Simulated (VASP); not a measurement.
Energy against volume of RuAl (CsCl type). All values below come from LDA (Ceperley-Alder, Perdew-Zunger), VASP's LDA PAW potentials (set 64) (plane waves; VASP 6.6.1).

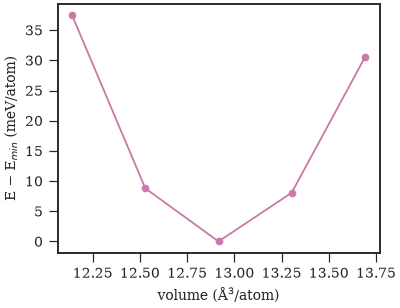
Figure. Energy against volume

### Question
Estimate the equilibrium volume and the bulk modulus.

### Answer
The minimum lies near 12.9 Å³/atom, and the curvature gives B0 of about 230 GPa.

The compound is RuAl in the CsCl type structure. It was relaxed first.
